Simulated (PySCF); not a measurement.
# BBr₃, SMILES `BrB(Br)Br`: electronic structure

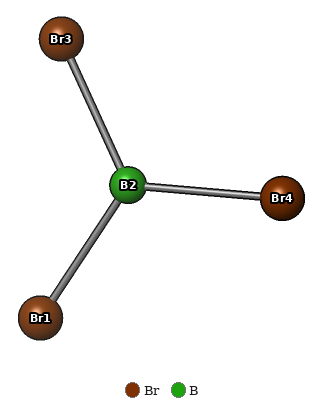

The molecule, with its atoms numbered as below. No frequency check shows the geometry to be a minimum.

Geometry (Å), atoms numbered from 1:

```
Br1      1.8565   -0.2859    0.0000
B2       0.0000    0.0000    0.0000
Br3     -1.1758   -1.4648    0.0000
Br4     -0.6807    1.7507    0.0000
```

## 1. Bonding charge

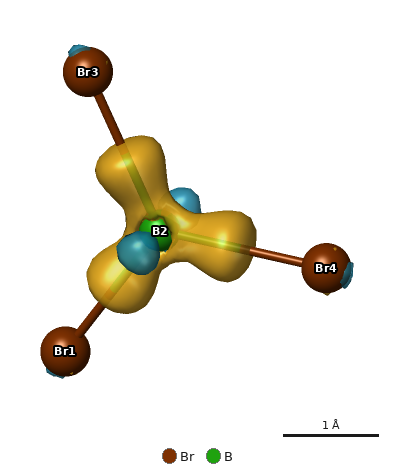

Deformation density (molecule less spherical, spin-averaged free atoms at the same positions), surfaces at ±0.13 e/Å³; yellow: gain, teal: loss.

Computed with PySCF, B3LYP/def2-SVPD, geometry: GFN2-xTB.

> How much density has each bond gained at its critical point, relative to the free atoms?

Br1–B2, B2–Br3 and B2–Br4: +0.25 e/Å³ at the bond critical point (bond length 1.88 Å). In all, 0.9 electrons gather in the regions of gain relative to the promolecule.

> Where do the Hirshfeld charges lie?

The highest Hirshfeld charge is on B2 (+0.09 e), the lowest on Br1, Br3 and Br4 (−0.03 e).

## 2. Bond critical points

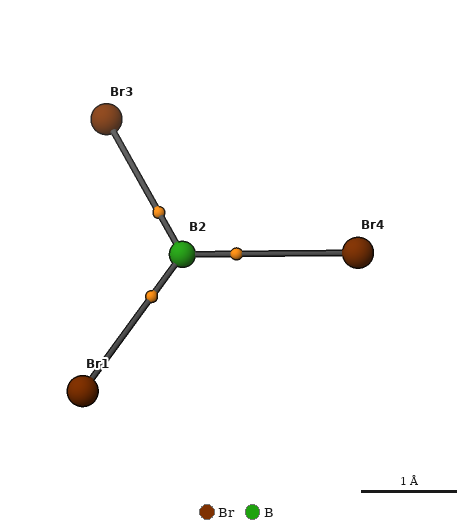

Molecular graph of the electron density (QTAIM): bond paths, bond critical points (orange), ring points (yellow, if any); weak paths are dashed.

> How many critical points of each kind are there, and does the count close?

4 nuclei, 3 bond, 0 ring and 0 cage critical points: 4 − 3 + 0 − 0 = 1, as the Poincaré–Hopf relation requires.

> Tabulate density, Laplacian, ellipticity and energy density at the bond critical points (atomic units).

```
            bond  length (Å)  ρ (a.u.)  ∇²ρ (a.u.)     ε  H (a.u.)
Br1–B2 (3 alike)       1.878     0.144       −0.25  0.06    −0.144
```

> What kind of interaction is Br1–B2?

Shared-shell (covalent): ρ = 0.144, ∇²ρ = −0.25, H = −0.144 a.u.

## 3. Electrostatic potential

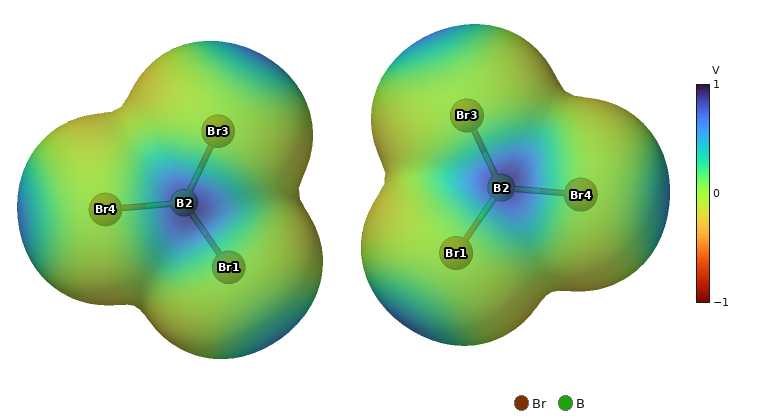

Electrostatic potential on the surface of electron density 0.001 a.u. (back view left, front view right).

> Where are the extremes of the potential on the surface?

Highest: 0.92 V, off the molecular plane, over B2 (1.9 Å), and at like points elsewhere. Further maxima include 0.63 V, 2.1 Å from Br3, and at like points elsewhere. Lowest: −0.22 V, 2.3 Å from Br3, and at like points elsewhere. The surface is sampled at points, so like sites can differ by a few per cent and only the strongest of them is named.

> Does Br3 carry a σ-hole?

Yes: a local maximum of +0.63 V lies on the extension of the B2–Br3 bond.

## 4. In an electric field

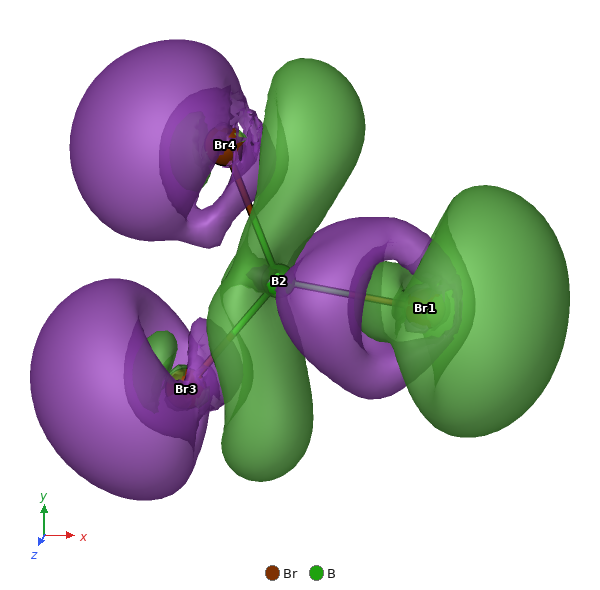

Change of the electron density in a uniform field of 0.21 V/Å, surfaces at ±0.001 e/Å³ (purple: gain, green: loss).

Method: B3LYP/def2-SVPD; geometry: GFN2-xTB; program: PySCF.

> Along which Cartesian direction does the field point?

Along +x: electrons gather on the −x side, against the field.

> What dipole is induced, and what polarisability does it imply?

The induced dipole is 0.91 D (along the field); α along this axis, from the fields in both directions, is 89 bohr³ (13.3 Å³).

> Which atoms gain and lose the most charge?

Electrons gather most on Br3 (Hirshfeld charge changes by −0.020 e) and leave Br1 most (+0.031 e); 0.065 electrons are displaced in all.

## 5. Removing or adding an electron

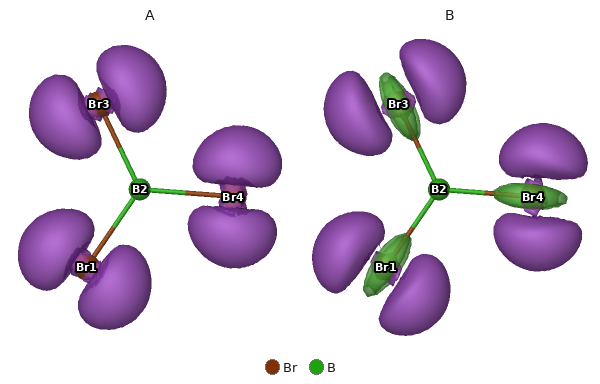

The Fukui function f⁻ from two separate SCF calculations and the density of the HOMO, at ±0.02 e/Å³ (purple positive, green negative).

> Which panel is which, and how good is the frozen-orbital picture?

B is f⁻ (it has negative regions), A the HOMO density. The HOMO lies on Br1, Br3 and Br4 (32 % each); f⁻ (Hirshfeld-condensed) is largest on Br1, Br3 and Br4 (0.32 each); the vertical ionisation energy is 10.20 eV (the stability of the cation's solution wasn't checked). Relaxation shifts 1 % of the electron between atoms. The orbital energy is −8.01 eV.
